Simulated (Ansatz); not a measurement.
# Cl2FH3HfO2: two geometries relaxed, part 1 of 2

Aim: relax the geometries before and after the reaction (ligand exchange), and see whether they are two minima and how far apart in energy. Meant to form: Hf1–O7, H9–F2; to break: Hf1–F2, H9–O7. The start is a guess near the saddle point, from which both ends are pulled out.

All numbers below are computed with Ansatz 0.2.0 (RKS BLYP-D4/def2-SVP).

## (1) The system as given

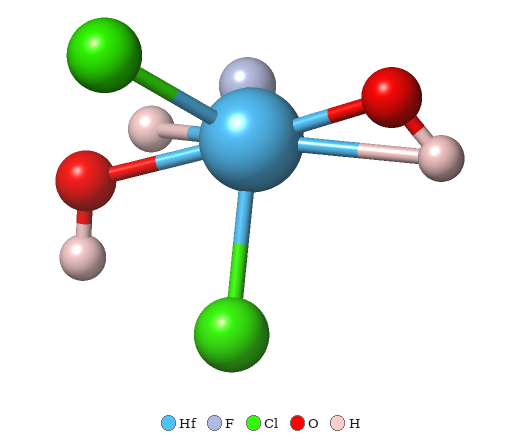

Start, viewed from a chosen angle; hafnium blue, fluorine light blue, chlorine green, oxygen red, hydrogen pink.

Coordinates:

```xyz
9

Hf    0.0000    0.0000    0.0000
F     0.0000    0.0000    2.3300
Cl    2.3764    0.0000   -0.8392
O    -0.9750    1.6891   -0.6893
H    -1.9328    1.4584   -0.9117
Cl   -1.1869   -2.0563   -0.8392
O     1.2370   -1.8784    0.7473
H     0.6706   -2.7104    0.6628
H     0.7289   -1.1068    1.9476
```

## (2) Pulling towards end A

Springs on the bonds that form and break draw the guess towards this end; the thresholds are loose.

Input file input.yaml:

```yaml
crystal:
  periodic: [false, false, false]
  atoms:
    - { symbol: Hf, position_ang: [0.0, 0.0, 0.0] }
    - { symbol: F, position_ang: [0.0, 0.0, 2.33] }
    - { symbol: Cl, position_ang: [2.3764, 0.0, -0.8392] }
    - { symbol: O, position_ang: [-0.975, 1.6891, -0.6893] }
    - { symbol: H, position_ang: [-1.9328, 1.4584, -0.9117] }
    - { symbol: Cl, position_ang: [-1.1869, -2.0563, -0.8392] }
    - { symbol: O, position_ang: [1.237, -1.8784, 0.7473] }
    - { symbol: H, position_ang: [0.6706, -2.7104, 0.6628] }
    - { symbol: H, position_ang: [0.7289, -1.1068, 1.9476] }
basis:
  gaussian: { orbitals: def2-SVP }
hamiltonian:
  xc: blyp
  dispersion: d4
relax:
  f_tol: 0.15
  max_steps: 25
  restrain:
    - { distance: [0, 6], at: 3.27, k: 30.0 }
    - { distance: [8, 1], at: 2.12, k: 30.0 }
    - { distance: [0, 1], at: 1.98, k: 30.0 }
    - { distance: [8, 6], at: 1.01, k: 30.0 }
```

Launch:

```bash
> ansatz run input.yaml --threads 4 --pin off --max-ram 5120MiB --backend cpu --events-out ev --progress --plain --runs-dir out
```

Log, shortened:

```text
Warning: RAYON_NUM_THREADS=4 ignored (pool sized by the plan → 4); use --threads N
[...]
Functional definition: BLYP
[...]
1312 factors; their error is unknown
[...]
mean field -33202.74651971 eV, -1220.1784289693 hartree, gradient 7.1e-5 eV, S^2 0.000000; 0 other end points of the search recorded, 0 dependent functions left out
[...]
reference -33202.74696766 eV, -1220.1784454312 hartree; 37, 37 occupied and 88, 88 virtual orbitals, 1312 factors
relax step   1: F+E_penalty+E_count = -33203.19689754 eV  Δ(F+E_penalty+E_count) = +0.000e0 eV  max|allowed force component| = 2.720e0 eV/Å  E_restraint = 26.03641167 eV  max|allowed force component, restraints' pulls added| = 2.655e1 eV/Å  Δτ_max = 0.0000 Å  (33 SCF iters, accepted)
[...]
relax step   3: F+E_penalty+E_count = -33204.50509921 eV  Δ(F+E_penalty+E_count) = -7.882e-1 eV  max|allowed force component| = 4.487e0 eV/Å  E_restraint = 3.68254817 eV  max|allowed force component, restraints' pulls added| = 9.190e0 eV/Å  Δτ_max = 0.1948 Å  (37 SCF iters, accepted)
[...]
relax step   5: F+E_penalty+E_count = -33205.81907802 eV  Δ(F+E_penalty+E_count) = -5.820e-1 eV  max|allowed force component| = 1.509e0 eV/Å  E_restraint = 0.05315748 eV  max|allowed force component, restraints' pulls added| = 1.571e0 eV/Å  Δτ_max = 0.1905 Å  (37 SCF iters, accepted)
[...]
relax step  11: F+E_penalty+E_count = -33206.28800349 eV  Δ(F+E_penalty+E_count) = -9.079e-3 eV  max|allowed force component| = 7.036e-1 eV/Å  E_restraint = 0.01126907 eV  max|allowed force component, restraints' pulls added| = 3.805e-2 eV/Å  Δτ_max = 0.0983 Å  (30 SCF iters, accepted)
  distance Hf 0 - O 6 = 3.2556 Å
  distance H 8 - F 1 = 2.1225 Å
  distance Hf 0 - F 1 = 1.9639 Å
  distance H 8 - O 6 = 0.9933 Å
1312 factors; their error is unknown
mean field -33205.88438500 eV, -1220.2937433920 hartree, gradient 1.5e-5 eV, S^2 0.000000; 1 other end points of the search recorded, 0 dependent functions left out
[...]
reference -33205.88483396 eV, -1220.2937598911 hartree; 37, 37 occupied and 88, 88 virtual orbitals, 1312 factors
Total energy: -33206.28845245 eV, -1220.3085925970 hartree
Atom 0 at    -0.109548     0.069889    -0.213961 Å, force     0.245022    -0.317835     0.703596 eV/Å
Atom 1 at    -0.113449    -0.002099     1.748578 Å, force    -0.037880     0.084121    -0.487200 eV/Å
Atom 2 at     2.019863     0.546135    -1.152459 Å, force    -0.023068    -0.002513     0.008368 eV/Å
Atom 3 at    -1.227975     1.548804    -0.664987 Å, force    -0.036151     0.008933    -0.005022 eV/Å
Atom 4 at    -1.868462     2.232493    -0.908501 Å, force     0.038051    -0.002887     0.004222 eV/Å
Atom 5 at    -1.170200    -1.839139    -1.156347 Å, force    -0.013362    -0.036804    -0.014751 eV/Å
Atom 6 at     1.463335    -2.302064     1.366849 Å, force    -0.429209     0.608264     0.147920 eV/Å
Atom 7 at     0.896440    -3.097393     1.311892 Å, force    -0.001816     0.000951    -0.005274 eV/Å
Atom 8 at     1.028197    -1.761027     2.077237 Å, force     0.258413    -0.342229    -0.351858 eV/Å
Dipole moment:    -0.540654     0.196513     0.140940 e Å
```

Wall time 25 s (4 threads of Arm Neoverse V1, shared host); peak memory 0.2 GiB.

The steps of the relaxation:

```csv
step,energy from step 1 (eV),largest force component (eV/Å)
1,0.0000,2.7203
2,-0.5200,3.1802
3,-1.3082,4.4875
4,-2.0402,3.7012
5,-2.6222,1.5087
6,-2.8352,1.1317
7,-2.9194,1.4300
8,-3.0137,0.7870
9,-3.0507,0.7062
10,-3.0820,0.6867
11,-3.0911,0.7036
```

Step 1 is the start. Energies and forces in the table leave out the springs, which the log lists apart; the run stops on the force with the springs' pull added.

After: Bond lengths: Hf1–F2 1.964 Å, Hf1–Cl3 2.375 Å, Hf1–O4 1.908 Å, O4–H5 0.968 Å, Hf1–Cl6 2.379 Å, O7–H8 0.978 Å, O7–H9 0.993 Å. Angles: F2–Hf1–Cl3 113.8°, F2–Hf1–O4 105.3°, F2–Hf1–Cl6 111.4°, Cl3–Hf1–O4 106.1°, Cl3–Hf1–Cl6 113.8°, O4–Hf1–Cl6 105.5°, Hf1–O4–H5 174.1°, H8–O7–H9 103.2°.

Pairs that crossed the distance rule for bonds on the way: came closer O7–H9; moved apart Hf1–O7, Hf1–H9.

## (3) Relaxing end A

It starts where the restrained run ended.

Input file input.yaml:

```yaml
crystal:
  periodic: [false, false, false]
  atoms:
    - { symbol: Hf, position_ang: [-0.109548, 0.069889, -0.213961] }
    - { symbol: F, position_ang: [-0.113449, -0.002099, 1.748578] }
    - { symbol: Cl, position_ang: [2.019863, 0.546135, -1.152459] }
    - { symbol: O, position_ang: [-1.227975, 1.548804, -0.664987] }
    - { symbol: H, position_ang: [-1.868462, 2.232493, -0.908501] }
    - { symbol: Cl, position_ang: [-1.1702, -1.839139, -1.156347] }
    - { symbol: O, position_ang: [1.463335, -2.302064, 1.366849] }
    - { symbol: H, position_ang: [0.89644, -3.097393, 1.311892] }
    - { symbol: H, position_ang: [1.028197, -1.761027, 2.077237] }
basis:
  gaussian: { orbitals: def2-SVP }
hamiltonian:
  xc: blyp
  dispersion: d4
relax:
  f_tol: 0.03
  max_steps: 50
```

Launch:

```bash
> ansatz run input.yaml --threads 4 --pin off --max-ram 5120MiB --backend cpu --events-out ev --progress --plain --runs-dir out
```

Log, shortened:

```text
Warning: RAYON_NUM_THREADS=4 ignored (pool sized by the plan → 4); use --threads N
[...]
[... 1 set-up line as earlier in the session ...]
[...]
1312 factors; their error is unknown
[...]
mean field -33205.88437473 eV, -1220.2937430145 hartree, gradient 3.3e-5 eV, S^2 0.000000; 0 other end points of the search recorded, 0 dependent functions left out
[...]
reference -33205.88482544 eV, -1220.2937595777 hartree; 37, 37 occupied and 88, 88 virtual orbitals, 1312 factors
relax step   1: F+E_penalty+E_count = -33206.28799322 eV  Δ(F+E_penalty+E_count) = +0.000e0 eV  max|allowed force component| = 7.038e-1 eV/Å  Δτ_max = 0.0000 Å  (30 SCF iters, accepted)
[...]
relax step   4: F+E_penalty+E_count = -33206.70387765 eV  Δ(F+E_penalty+E_count) = -1.629e-1 eV  max|allowed force component| = 8.130e-1 eV/Å  Δτ_max = 0.1959 Å  (39 SCF iters, accepted)
[...]
Total energy: -33206.77247217 eV, -1220.3263799933 hartree
Atom 0 at     0.018416    -0.080377     0.016922 Å, force     0.002511    -0.013404    -0.004245 eV/Å
Atom 1 at    -0.113648     0.287887     1.922906 Å, force     0.000708     0.003228    -0.000768 eV/Å
Atom 2 at     2.119593     0.476312    -0.975609 Å, force    -0.003492     0.001319     0.003534 eV/Å
Atom 3 at    -1.126711     1.308754    -0.646614 Å, force    -0.004259     0.006557     0.000603 eV/Å
Atom 4 at    -1.772770     1.973900    -0.920687 Å, force     0.001615    -0.002530    -0.000993 eV/Å
Atom 5 at    -1.130746    -1.997545    -0.934606 Å, force     0.003512     0.006184     0.004092 eV/Å
Atom 6 at     1.114087    -1.914477     1.081084 Å, force    -0.001464    -0.007533     0.002907 eV/Å
Atom 7 at     0.742169    -2.779217     0.806087 Å, force     0.001835     0.006251     0.003103 eV/Å
Atom 8 at     1.067811    -1.879639     2.058817 Å, force    -0.000966    -0.000073    -0.008234 eV/Å
Dipole moment:    -0.156861    -0.306139     0.420444 e Å
```

Run time: 27 s. Hardware: 4 threads of Arm Neoverse V1, shared host; peak memory 0.19 GiB.

Step by step:

```csv
step,energy from step 1 (eV),largest force component (eV/Å)
1,0.0000,0.7038
2,-0.0947,1.0156
3,-0.2530,1.3434
4,-0.4159,0.8130
5,-0.4468,0.5791
6,-0.4678,0.6183
7,-0.4794,0.2316
8,-0.4813,0.1443
9,-0.4822,0.1428
10,-0.4836,0.0795
11,-0.4839,0.0304
12,-0.4840,0.0134
```

Step 1 is the start.

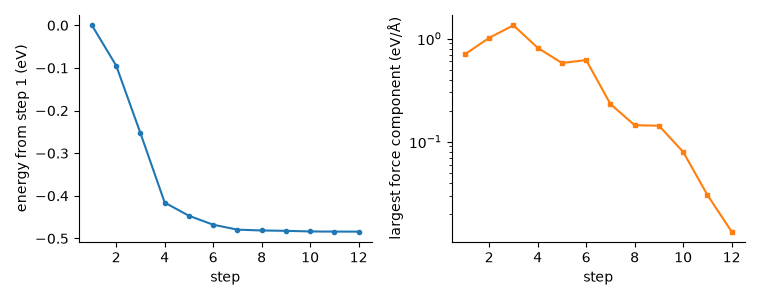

How energy and force went from step to step.

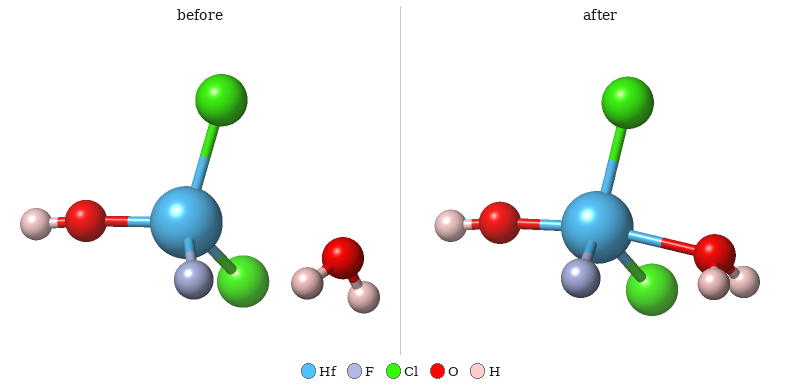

The structure before (left) and after (right), drawn at the same scale.

After: Bond lengths: Hf1–F2 1.946 Å, Hf1–Cl3 2.390 Å, Hf1–O4 1.919 Å, O4–H5 0.967 Å, Hf1–Cl6 2.429 Å, Hf1–O7 2.387 Å, O7–H8 0.981 Å, O7–H9 0.979 Å. Angles: F2–Hf1–Cl3 115.0°, F2–Hf1–O4 99.3°, F2–Hf1–Cl6 120.1°, F2–Hf1–O7 74.9°, Cl3–Hf1–O4 102.3°, Cl3–Hf1–Cl6 115.9°, Cl3–Hf1–O7 87.7°, O4–Hf1–Cl6 98.8°, O4–Hf1–O7 169.9°, Cl6–Hf1–O7 77.6°, Hf1–O4–H5 174.2°, Hf1–O7–H8 112.2°, Hf1–O7–H9 113.3°, H8–O7–H9 107.1°.

Pairs that crossed the distance rule for bonds on the way: came closer Hf1–O7.

## (4) Pulling towards end B

Springs on the bonds that form and break draw the guess towards this end; the thresholds are loose.

Input file input.yaml:

```yaml
crystal:
  periodic: [false, false, false]
  atoms:
    - { symbol: Hf, position_ang: [0.0, 0.0, 0.0] }
    - { symbol: F, position_ang: [0.0, 0.0, 2.33] }
    - { symbol: Cl, position_ang: [2.3764, 0.0, -0.8392] }
    - { symbol: O, position_ang: [-0.975, 1.6891, -0.6893] }
    - { symbol: H, position_ang: [-1.9328, 1.4584, -0.9117] }
    - { symbol: Cl, position_ang: [-1.1869, -2.0563, -0.8392] }
    - { symbol: O, position_ang: [1.237, -1.8784, 0.7473] }
    - { symbol: H, position_ang: [0.6706, -2.7104, 0.6628] }
    - { symbol: H, position_ang: [0.7289, -1.1068, 1.9476] }
basis:
  gaussian: { orbitals: def2-SVP }
hamiltonian:
  xc: blyp
  dispersion: d4
relax:
  f_tol: 0.15
  max_steps: 25
  restrain:
    - { distance: [0, 6], at: 2.07, k: 30.0 }
    - { distance: [8, 1], at: 0.92, k: 30.0 }
    - { distance: [0, 1], at: 3.18, k: 30.0 }
    - { distance: [8, 6], at: 2.21, k: 30.0 }
```

Launch:

```bash
> ansatz run input.yaml --threads 4 --pin off --max-ram 5120MiB --backend cpu --events-out ev --progress --plain --runs-dir out
```

Log, shortened:

```text
Warning: RAYON_NUM_THREADS=4 ignored (pool sized by the plan → 4); use --threads N
[...]
[... 1 set-up line as earlier in the session ...]
[...]
1312 factors; their error is unknown
[...]
mean field -33202.74651971 eV, -1220.1784289693 hartree, gradient 7.1e-5 eV, S^2 0.000000; 0 other end points of the search recorded, 0 dependent functions left out
[...]
reference -33202.74696766 eV, -1220.1784454312 hartree; 37, 37 occupied and 88, 88 virtual orbitals, 1312 factors
relax step   1: F+E_penalty+E_count = -33203.19689754 eV  Δ(F+E_penalty+E_count) = +0.000e0 eV  max|allowed force component| = 2.720e0 eV/Å  E_restraint = 22.60444578 eV  max|allowed force component, restraints' pulls added| = 2.242e1 eV/Å  Δτ_max = 0.0000 Å  (33 SCF iters, accepted)
[...]
relax step   8: F+E_penalty+E_count = -33205.14292806 eV  Δ(F+E_penalty+E_count) = -1.957e-1 eV  max|allowed force component| = 8.209e-1 eV/Å  E_restraint = 0.02181677 eV  max|allowed force component, restraints' pulls added| = 4.480e-1 eV/Å  Δτ_max = 0.1973 Å  (37 SCF iters, accepted)
[...]
relax step   9: F+E_penalty+E_count = -33205.26904894 eV  Δ(F+E_penalty+E_count) = -1.261e-1 eV  max|allowed force component| = 9.435e-1 eV/Å  E_restraint = 0.02136225 eV  max|allowed force component, restraints' pulls added| = 4.104e-1 eV/Å  Δτ_max = 0.1998 Å  (38 SCF iters, accepted)
  distance Hf 0 - O 6 = 2.0399 Å
  distance H 8 - F 1 = 0.9391 Å
  distance Hf 0 - F 1 = 3.1744 Å
  distance H 8 - O 6 = 2.1990 Å
[...]
1312 factors; their error is unknown
mean field -33204.95167385 eV, -1220.2594668894 hartree, gradient 9.9e-6 eV, S^2 0.000000; 0 other end points of the search recorded, 0 dependent functions left out
[...]
reference -33204.95213284 eV, -1220.2594837570 hartree; 37, 37 occupied and 88, 88 virtual orbitals, 1312 factors
```

## (5) More of the same log: pulled along the bonds that form and break, towards end B

The log, continued:

```text
relax step  10: F+E_penalty+E_count = -33205.36282739 eV  Δ(F+E_penalty+E_count) = -9.378e-2 eV  max|allowed force component| = 8.350e-1 eV/Å  E_restraint = 0.02411816 eV  max|allowed force component, restraints' pulls added| = 4.712e-1 eV/Å  Δτ_max = 0.1997 Å  (38 SCF iters, accepted)
  distance Hf 0 - O 6 = 2.0359 Å
  distance H 8 - F 1 = 0.9382 Å
  distance Hf 0 - F 1 = 3.1764 Å
  distance H 8 - O 6 = 2.1998 Å
these checks for a lower state are left out or cut short: starts, cluster_reference, orbital_swaps, neighbouring_geometries, increment
1312 factors; their error is unknown
mean field evaluation 96: about -33205.1311 eV, gradient 2.0e-2 eV
mean field -33205.03706126 eV, -1220.2626048187 hartree, gradient 9.0e-6 eV, S^2 0.000000; 0 other end points of the search recorded, 0 dependent functions left out
the calculation of the forces begins
reference -33205.03752179 eV, -1220.2626217428 hartree; 37, 37 occupied and 88, 88 virtual orbitals, 1312 factors
relax step  11: F+E_penalty+E_count = -33205.44825404 eV  Δ(F+E_penalty+E_count) = -8.543e-2 eV  max|allowed force component| = 9.485e-1 eV/Å  E_restraint = 0.02548316 eV  max|allowed force component, restraints' pulls added| = 3.527e-1 eV/Å  Δτ_max = 0.2000 Å  (37 SCF iters, accepted)
  distance Hf 0 - O 6 = 2.0349 Å
  distance H 8 - F 1 = 0.9395 Å
  distance Hf 0 - F 1 = 3.1762 Å
  distance H 8 - O 6 = 2.2016 Å
these checks for a lower state are left out or cut short: starts, cluster_reference, orbital_swaps, neighbouring_geometries, increment
1312 factors; their error is unknown
mean field -33205.08643613 eV, -1220.2644193118 hartree, gradient 9.9e-6 eV, S^2 0.000000; 0 other end points of the search recorded, 0 dependent functions left out
the calculation of the forces begins
reference -33205.08689731 eV, -1220.2644362598 hartree; 37, 37 occupied and 88, 88 virtual orbitals, 1312 factors
relax step  12: F+E_penalty+E_count = -33205.49642857 eV  Δ(F+E_penalty+E_count) = -4.817e-2 eV  max|allowed force component| = 9.347e-1 eV/Å  E_restraint = 0.04434523 eV  max|allowed force component, restraints' pulls added| = 2.093e0 eV/Å  Δτ_max = 0.1951 Å  (38 SCF iters, accepted)
  distance Hf 0 - O 6 = 2.0350 Å
  distance H 8 - F 1 = 0.9610 Å
  distance Hf 0 - F 1 = 3.1870 Å
  distance H 8 - O 6 = 2.2091 Å
these checks for a lower state are left out or cut short: starts, cluster_reference, orbital_swaps, neighbouring_geometries, increment
1312 factors; their error is unknown
mean field -33205.12689299 eV, -1220.2659060741 hartree, gradient 9.7e-6 eV, S^2 0.000000; 0 other end points of the search recorded, 0 dependent functions left out
the calculation of the forces begins
reference -33205.12735312 eV, -1220.2659229834 hartree; 37, 37 occupied and 88, 88 virtual orbitals, 1312 factors
relax step  13: F+E_penalty+E_count = -33205.53825826 eV  Δ(F+E_penalty+E_count) = -4.183e-2 eV  max|allowed force component| = 9.477e-1 eV/Å  E_restraint = 0.03683185 eV  max|allowed force component, restraints' pulls added| = 1.566e0 eV/Å  Δτ_max = 0.1906 Å  (38 SCF iters, accepted)
  distance Hf 0 - O 6 = 2.0342 Å
  distance H 8 - F 1 = 0.9541 Å
  distance Hf 0 - F 1 = 3.1800 Å
  distance H 8 - O 6 = 2.2066 Å
these checks for a lower state are left out or cut short: starts, cluster_reference, orbital_swaps, neighbouring_geometries, increment
1312 factors; their error is unknown
mean field -33205.17405048 eV, -1220.2676390799 hartree, gradient 8.5e-6 eV, S^2 0.000000; 0 other end points of the search recorded, 0 dependent functions left out
the calculation of the forces begins
reference -33205.17450743 eV, -1220.2676558726 hartree; 37, 37 occupied and 88, 88 virtual orbitals, 1312 factors
relax step  14: F+E_penalty+E_count = -33205.58753196 eV  Δ(F+E_penalty+E_count) = -4.927e-2 eV  max|allowed force component| = 1.131e0 eV/Å  E_restraint = 0.03109119 eV  max|allowed force component, restraints' pulls added| = 2.155e-1 eV/Å  Δτ_max = 0.1624 Å  (36 SCF iters, accepted)
  distance Hf 0 - O 6 = 2.0285 Å
  distance H 8 - F 1 = 0.9351 Å
  distance Hf 0 - F 1 = 3.1731 Å
  distance H 8 - O 6 = 2.2015 Å
these checks for a lower state are left out or cut short: starts, cluster_reference, orbital_swaps, neighbouring_geometries, increment
1312 factors; their error is unknown
mean field evaluation 128: about -33205.1813 eV, gradient 3.0e-1 eV
mean field -33205.18142370 eV, -1220.2679100405 hartree, gradient 1.8e-5 eV, S^2 0.000000; 0 other end points of the search recorded, 0 dependent functions left out
the calculation of the forces begins
reference -33205.18188114 eV, -1220.2679268514 hartree; 37, 37 occupied and 88, 88 virtual orbitals, 1312 factors
relax step  15: F+E_penalty+E_count = -33205.59453205 eV  Δ(F+E_penalty+E_count) = -7.000e-3 eV  max|allowed force component| = 1.036e0 eV/Å  E_restraint = 0.03032132 eV  max|allowed force component, restraints' pulls added| = 9.887e-2 eV/Å  Δτ_max = 0.0510 Å  (32 SCF iters, accepted)
  distance Hf 0 - O 6 = 2.0295 Å
  distance H 8 - F 1 = 0.9349 Å
  distance Hf 0 - F 1 = 3.1721 Å
  distance H 8 - O 6 = 2.2003 Å
1312 factors; their error is unknown
mean field -33205.18142370 eV, -1220.2679100405 hartree, gradient 1.8e-5 eV, S^2 0.000000; 1 other end points of the search recorded, 0 dependent functions left out
the calculation of the forces begins
reference -33205.18188114 eV, -1220.2679268514 hartree; 37, 37 occupied and 88, 88 virtual orbitals, 1312 factors
Total energy: -33205.59498949 eV, -1220.2831083032 hartree
Atom 0 at     0.151968    -0.582456    -0.575285 Å, force     0.111295    -0.752107     1.035637 eV/Å
Atom 1 at     0.704979     0.536535     2.340904 Å, force    -0.015984     0.430473    -0.299830 eV/Å
Atom 2 at     2.248534     0.354658    -1.205031 Å, force     0.007459     0.017954     0.065459 eV/Å
Atom 3 at    -1.209624     0.737972    -0.294023 Å, force    -0.020163     0.041570    -0.008351 eV/Å
Atom 4 at    -1.804780     1.393298     0.096474 Å, force    -0.011134     0.016805     0.016741 eV/Å
Atom 5 at    -0.557913    -1.879010    -2.427676 Å, force    -0.009339    -0.012262    -0.026428 eV/Å
Atom 6 at     0.319568    -1.905655     0.954372 Å, force    -0.015206     1.000165    -0.656062 eV/Å
Atom 7 at     0.352325    -2.874290     1.023024 Å, force    -0.000956    -0.055508     0.001693 eV/Å
Atom 8 at     0.713142    -0.385451     2.495542 Å, force    -0.045973    -0.687091    -0.128859 eV/Å
Dipole moment:    -0.359267    -0.238593     0.508590 e Å
```

Wall time 33 s (4 threads of Arm Neoverse V1, shared host); peak memory 0.19 GiB.

The steps of the relaxation:

```csv
step,energy from step 1 (eV),largest force component (eV/Å)
1,0.0000,2.7203
2,0.2629,2.6705
3,0.0828,2.1972
4,-0.5070,1.7378
5,-1.1324,1.1131
6,-1.5061,0.9473
7,-1.7504,0.8840
8,-1.9460,0.8209
9,-2.0722,0.9435
10,-2.1659,0.8350
11,-2.2514,0.9485
12,-2.2995,0.9347
13,-2.3414,0.9477
14,-2.3906,1.1310
15,-2.3976,1.0356
```

Step 1 is the start. Energies and forces in the table leave out the springs, which the log lists apart; the run stops on the force with the springs' pull added.

After: Bond lengths: Hf1–Cl3 2.381 Å, Hf1–O4 1.917 Å, O4–H5 0.968 Å, Hf1–Cl6 2.370 Å, Hf1–O7 2.029 Å, O7–H8 0.972 Å, F2–H9 0.935 Å. Angles: Cl3–Hf1–O4 113.1°, Cl3–Hf1–Cl6 105.8°, Cl3–Hf1–O7 112.5°, O4–Hf1–Cl6 106.2°, O4–Hf1–O7 113.4°, Cl6–Hf1–O7 104.9°, Hf1–O4–H5 164.2°, Hf1–O7–H8 134.9°.

Pairs that crossed the distance rule for bonds on the way: came closer F2–H9; moved apart Hf1–F2, Hf1–H9.

(Continued in part 2 of 2.)
